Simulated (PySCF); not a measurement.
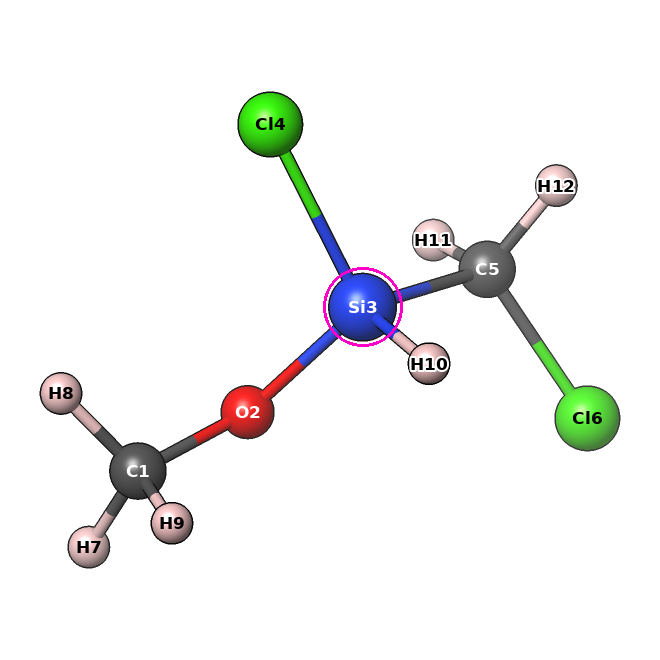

Depth is shown by fading: the farther an atom, the more it takes the colour of the background. Circles mark the stereogenic atoms. The geometry was computed by an optimisation with PBE0-D3(BJ)/def2-SVP. No frequency run is at hand to confirm it as a minimum.

Give the R/S and E/Z labels.

Si3: R (priorities Cl4 > O2 > C5 > H10).
